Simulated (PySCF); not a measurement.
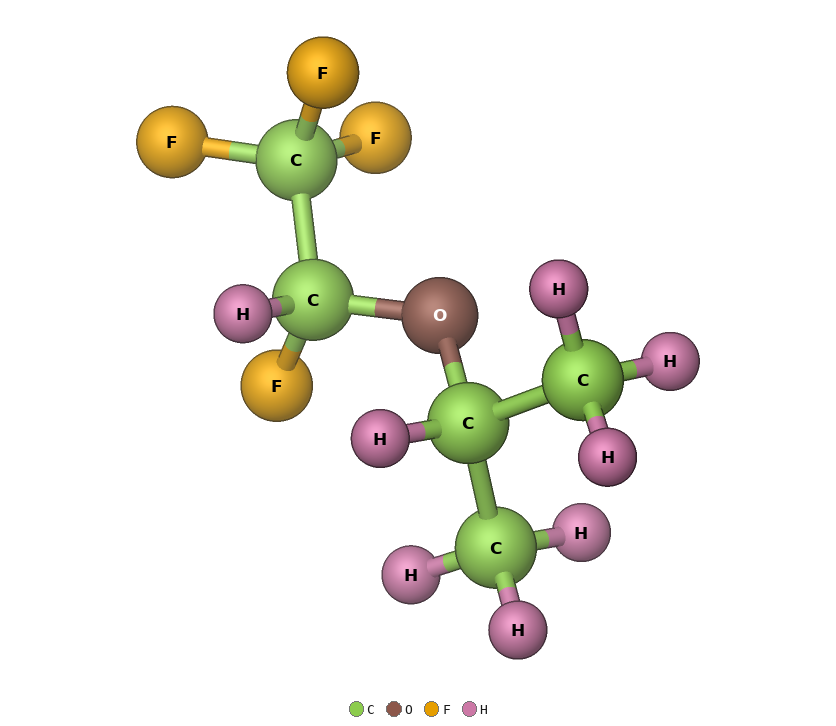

**Which formula does it have?**

C₅H₈F₄O, 18 atoms: 5 carbon, 8 hydrogen, 4 fluorine and 1 oxygen.

**Which point group does it belong to?**

C1.

**Describe its rings.**

It has no ring.

The parts below concern this one geometry. Atoms keep their numbers from picture to picture. The geometry was computed by an optimisation with PBE0-D3(BJ)/def2-SVP. No frequency run is at hand to confirm it as a minimum.

## Geometry

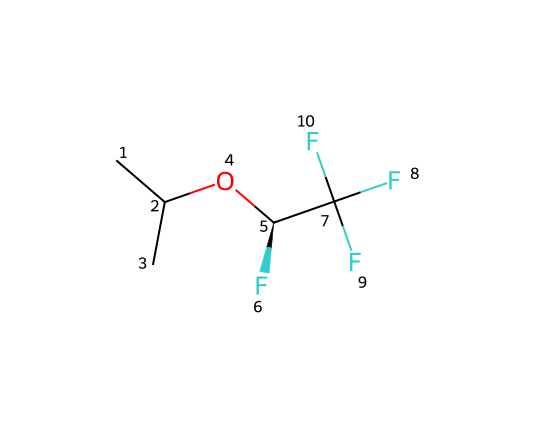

Skeletal drawing with numbered atoms; wedges and dashes mark any stereocentres. The configuration is that of a computed structure (PBE0-D3(BJ)/def2-SVP).

**Give the R/S and E/Z labels.**

C5: R.

## NMR shielding

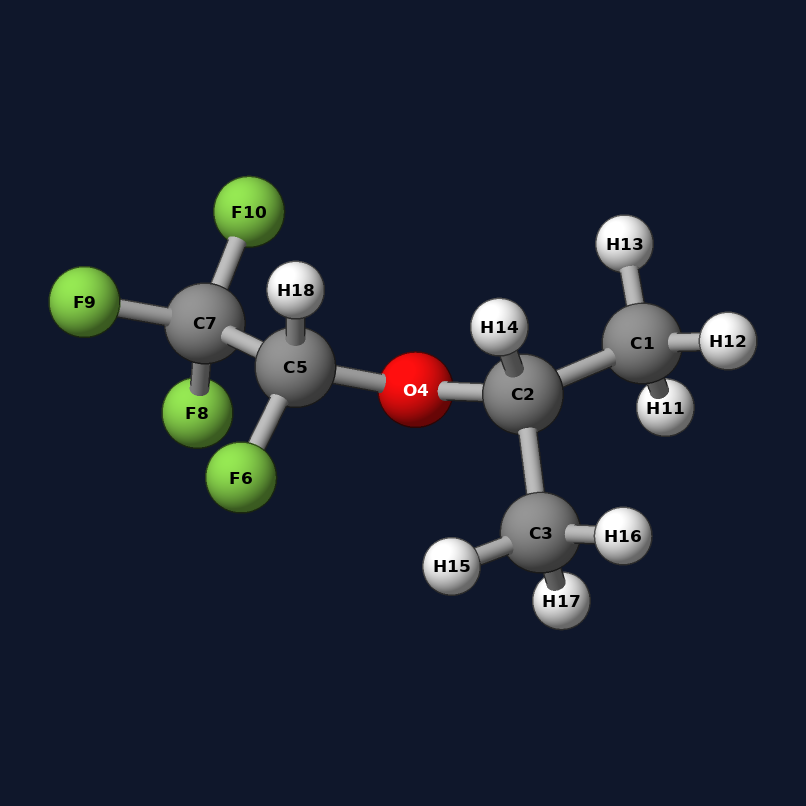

No frequency run is at hand to confirm it as a minimum. Properties computed with GIAO PBE0/pcSseg-1 NMR shielding, non-relativistic, IEF-PCM benzene (PySCF 2.14.0). Principal shieldings σ11 ≤ σ22 ≤ σ33, span Ω = σ33 − σ11, skew κ = 3(σiso − σ22)/Ω.

Give the shielding tensors of the F atoms.

| atom | σ11 | σ22 | σ33 | σiso | Ω | κ |
| --- | --- | --- | --- | --- | --- | --- |
| F6 | 244.0 | 355.7 | 404.7 | 334.8 | 160.7 | −0.39 |
| F8 | 208.2 | 288.9 | 353.4 | 283.5 | 145.2 | −0.11 |
| F9 | 192.9 | 271.2 | 351.4 | 271.8 | 158.5 | 0.01 |
| F10 | 194.0 | 271.1 | 347.0 | 270.7 | 153.0 | −0.01 |

Shieldings and span in ppm.

## Electronic properties

No frequency run is at hand to confirm it as a minimum. Method: CAM-B3LYP/pcSseg-1, gas phase (PySCF 2.14.0).

What does the calculation give?

- dipole moment: 3.35 D
- HOMO energy (Kohn–Sham orbital): −10.35 eV
- LUMO energy (Kohn–Sham orbital): 2.01 eV
- HOMO–LUMO gap: 12.35 eV

## Excitation

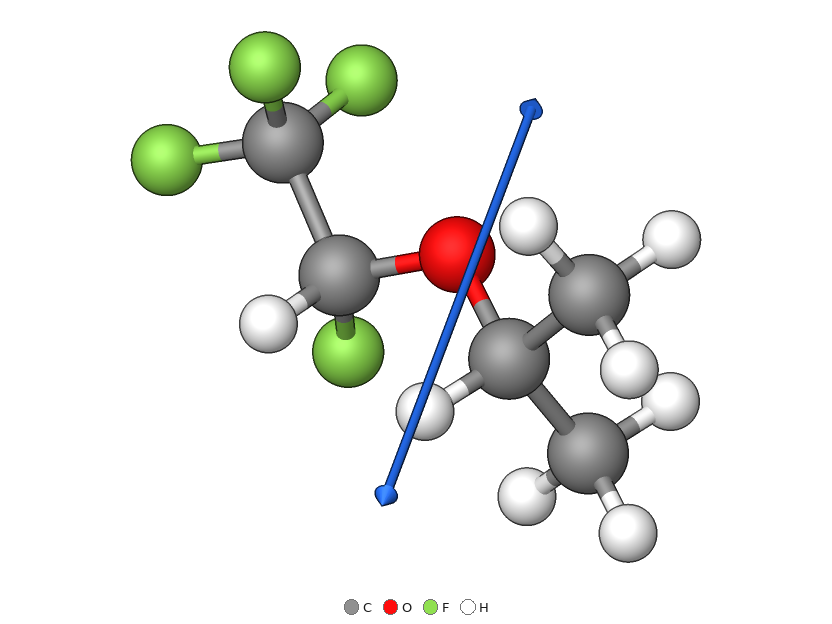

The double arrow shows the direction of the transition dipole to excited singlet state 6 (its length means nothing). No frequency run is at hand to confirm it as a minimum. Level of theory: TDDFT PBE0/def2-SVPD, vertical, gas phase, core orbitals frozen in the response (PySCF 2.14.0).

**Give its energy, strength and character.**

9.37 eV (132 nm), oscillator strength 0.024, mainly HOMO → LUMO+3 (weight 0.60); transition dipole 0.83 D.
